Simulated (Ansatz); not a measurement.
# Calculations on GaAsH4 and related structures

**1. Relaxation**

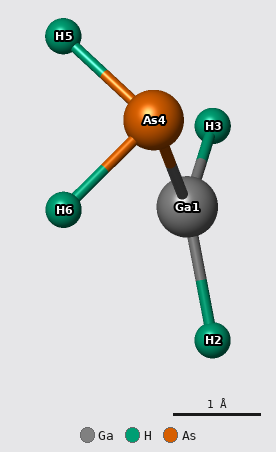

Starting structure of GaAsH₄. Style: ball-and-stick. Shown from a free direction.

It is one of the separated products of a reaction.

Computed with Ansatz, RKS PBE0-D4/def2-TZVP.

Input file:
```yaml
crystal:
  periodic: [false, false, false]
  atoms:
    - {symbol: Ga, position_ang: [-1.022851, -0.383438, -0.982634]}
    - {symbol: H, position_ang: [-0.013775, -1.164011, -1.901689]}
    - {symbol: H, position_ang: [-1.917207, -1.155936, 0.054164]}
    - {symbol: As, position_ang: [-1.580252, 1.913088, -1.533646]}
    - {symbol: H, position_ang: [-1.661686, 2.339148, -0.075566]}
    - {symbol: H, position_ang: [-0.122986, 2.330320, -1.661934]}
basis:
  gaussian: {orbitals: def2-TZVP}
hamiltonian: {xc: pbe0, dispersion: d4}
relax: {f_tol: 0.005, max_steps: 200}
```

Launched with:
```bash
ansatz run in.yaml --threads 8 --pin off --events-out ev --progress --plain --max-ram 19148MiB
```

Q: Predict the outcome.

A: Over 4 accepted moves (5 points after the start) the energy falls by 0.016 eV. Largest force component: 0.27 eV/Å at the start, 0.0037 eV/Å at the end. The line search rejected the trial step at point 4 of the run. The atom that moves furthest after the best rigid fit is Ga1 (0.064 Å). By element the largest moves are Ga 0.064 Å, H 0.037 Å, As 0.007 Å. Among the contacts that change: Ga1–As4 2.427 → 2.413 Å. The run took 5.5 s on 8 threads of Arm Neoverse V1 (shared host).

The structure at the end:

```xyz
6

Ga   -1.0685   -0.3828   -1.0272
H     0.0061   -1.1396   -1.8856
H    -1.8992   -1.1307    0.0751
As   -1.5808    1.9197   -1.5353
H    -1.6615    2.3100   -0.0682
H    -0.1148    2.3027   -1.6602
```

After the run, drawn alike:

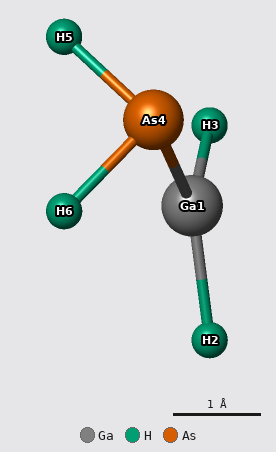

**2. Relaxation**

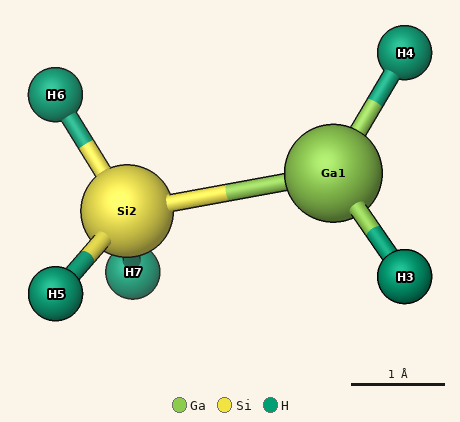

Starting structure of GaSiH5. Style: ball-and-stick. Shown from a free direction.

It is one of the separated reactants of a reaction.

Method: RKS PBE0-D4/def2-TZVP (Ansatz).

Input file:
```yaml
crystal:
  periodic: [false, false, false]
  atoms:
    - {symbol: Ga, position_ang: [-0.572895, -1.126896, -0.545796]}
    - {symbol: Si, position_ang: [1.168611, -1.151053, 1.129440]}
    - {symbol: H, position_ang: [-0.207360, -1.223252, -2.072274]}
    - {symbol: H, position_ang: [-2.084282, -1.214192, -0.120224]}
    - {symbol: H, position_ang: [2.413146, -0.484313, 0.653020]}
    - {symbol: H, position_ang: [0.745514, -0.472121, 2.386608]}
    - {symbol: H, position_ang: [1.521879, -2.557918, 1.479238]}
basis:
  gaussian: {orbitals: def2-TZVP}
hamiltonian: {xc: pbe0, dispersion: d4}
relax: {f_tol: 0.005, max_steps: 200}
```

Launched with:
```bash
ansatz run in.yaml --threads 8 --pin off --events-out ev --progress --plain --max-ram 19148MiB
```

Q: What does the optimiser find from here?

A: The energy falls by 0.22 kcal/mol in 3 geometry steps. Largest force component: 0.3 eV/Å at the start, 0.0021 eV/Å at the end. The largest move after the best rigid fit is that of Ga1, 0.047 Å. Largest moves by element: Ga 0.047 Å, H 0.018 Å, Si 0.008 Å. Cost: 2.8 s on 8 threads of Arm Neoverse V1, with other jobs on the host.

Final geometry:

```xyz
7

Ga   -0.5672   -1.1732   -0.5401
Si    1.1721   -1.1451    1.1327
H    -0.2140   -1.2061   -2.0726
H    -2.0849   -1.1971   -0.1270
H     2.4156   -0.4828    0.6507
H     0.7432   -0.4705    2.3890
H     1.5199   -2.5550    1.4772
```

**3. Reaction**

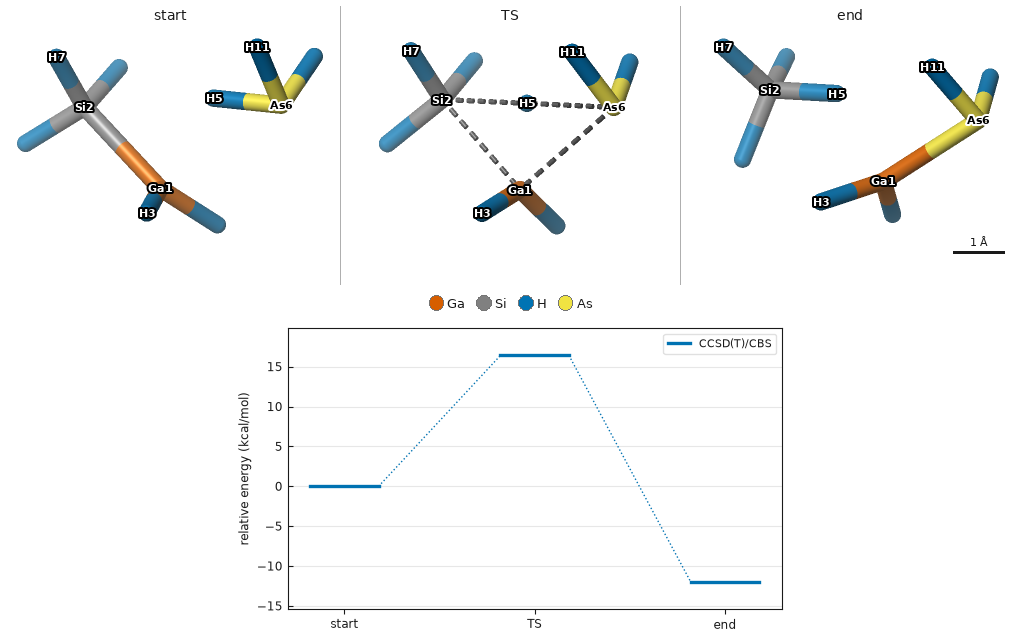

A reaction step of GaSiAsH₈, with its energy diagram. A stick model, seen at a tilt. Dashed sticks mark bonds that form or break.

Stationary points at PBE0-D4/def2-TZVP, single-point energies with CCSD(T)/CBS (def2-TZVPP where no basis is named; Ansatz 0.2.0). The energies are electronic, without zero-point or thermal terms, and both ends are the relaxed geometries reached downhill from the saddle, with any fragments still in contact. CCSD(T)/CBS stands for a frozen-core estimate: MP2 correlation extrapolated from def2-TZVPP and def2-QZVPP, CCSD(T) minus MP2 from the smaller set.

Q: What happens, and what does it cost?

A: Counted by bonded pieces, the start holds AsH₃ + GaSiH₅ and the end holds GaAsH₄ + SiH₄. From the start over the saddle to the end, bonds form: As–Ga (3.14 → 2.62 → 2.43 Å), H–Si (2.95 → 1.94 → 1.51 Å). Bonds break: Ga–Si (2.42 → 2.57 → 3.22 Å), As–H (1.56 → 1.99 → 3.32 Å). The saddle has one imaginary mode, 784i cm⁻¹. The end the end keeps a soft imaginary mode of 78i cm⁻¹, so it isn't quite a minimum. With CCSD(T)/CBS the barrier is 16.4 kcal/mol from the start and 28.4 kcal/mol from the end, and the end lies 12.0 kcal/mol below the start.
